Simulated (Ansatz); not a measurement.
## Electronic structure of C2H5AlCl2 (SMILES C[CH2][Al]([Cl])[Cl]) in real space

```xyz
10

C    -0.3105   -1.0473    0.8282
C     0.3579    0.2880    0.5074
Al    0.1091    0.9486   -1.2989
Cl   -1.0010   -0.1147   -2.7180
Cl    0.9431    2.7635   -1.9193
H    -0.1207   -1.3516    1.8612
H     0.0521   -1.8476    0.1792
H    -1.3936   -0.9998    0.6946
H     0.0069    1.0744    1.1871
H     1.4399    0.2353    0.6814
```

Geometry: PBE0-D4/def2-TZVP.

Method: RKS PBE0-D4/def2-TZVPP (Ansatz 0.2.0).

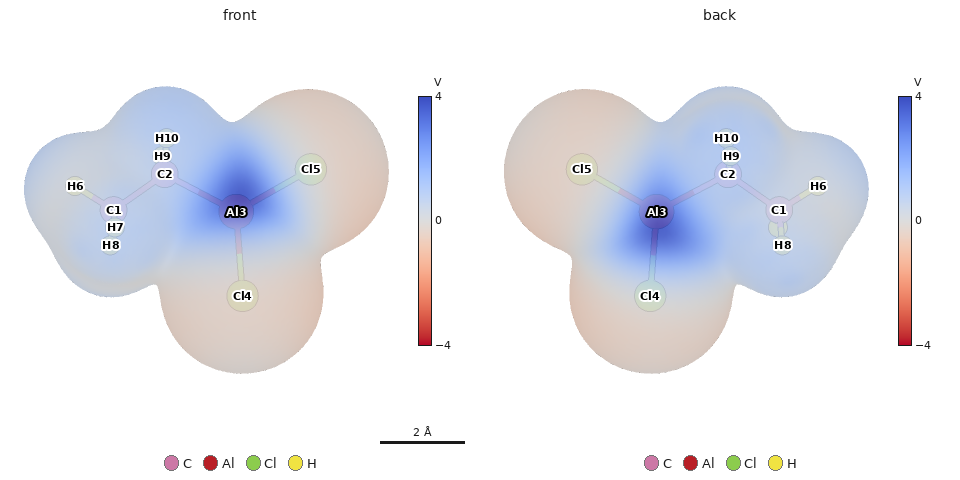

Figure 1. The molecular electrostatic potential painted on the density surface at 0.002 e/bohr³, seen from the front and from behind; the colour scale runs from red (negative) to blue (positive).

> Where is the surface potential most negative and most positive?

The most negative region (about −0.6 V, or −14 kcal/mol for a unit charge) lies over Cl4 and Cl5, the most positive (about +3.5 V, or +81 kcal/mol for a unit charge) over Al3.

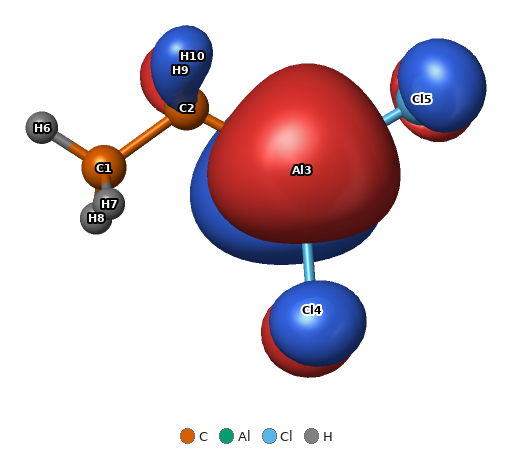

Figure 2. The LUMO at ±0.1 Å⁻³ᐟ² (blue and red are the two phases), seen across its widest extent.

> Describe this orbital and give its energy.

By Hirshfeld shares it lies mainly on Al3 (about 65 %), Cl4 (about 10 %), Cl5 (about 10 %) and C2 (about 5 %). Its energy is −0.87 eV.

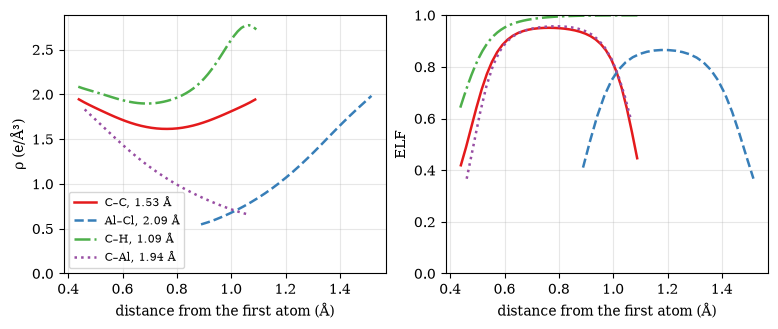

Figure 3. Electron density and electron localisation function along straight lines between neighbouring atoms. The curves leave out the atomic cores.

> Compare the contacts.

C–C (1.53 Å): ρ at the midpoint is about 1.6 e/Å³; the ELF peaks at about 0.95 between the atoms, as expected for localised, covalent bonding.
Al–Cl (2.09 Å): ρ is about 0.75 e/Å³ halfway; the ELF peaks at about 0.85 in the valence shell of Cl, 0.9 Å from its nucleus, and is about 0.80 at the midpoint.
C–H (1.09 Å): ρ at the midpoint is about 2 e/Å³; the ELF climbs to about 1 towards the hydrogen, as it does in any bond to H (an ordinary covalent bond to hydrogen).
C–Al (1.94 Å): ρ is about 0.75 e/Å³ halfway; the ELF peaks at about 0.95 between the atoms: a shared but strongly polarised pair.

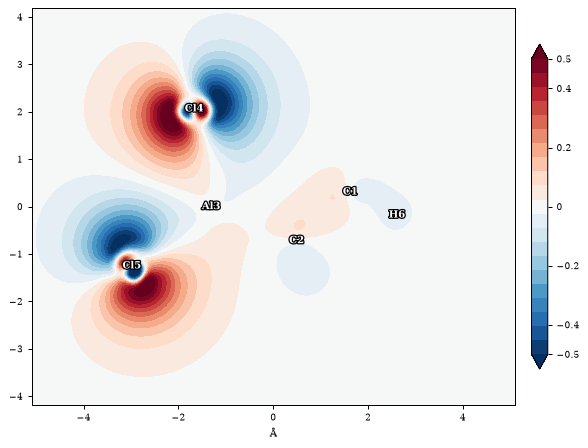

Figure 4. The HOMO−1 on the plane of atoms C2, Al3 and Cl4 (values in Å⁻³ᐟ²; the overall sign is arbitrary).

> What is the character of this orbital?

Its weight (Hirshfeld) is mainly on Cl4 (about 50 %) and Cl5 (about 45 %); largely a combination of lone pairs on Cl4 and Cl5. Its energy is −9.09 eV.
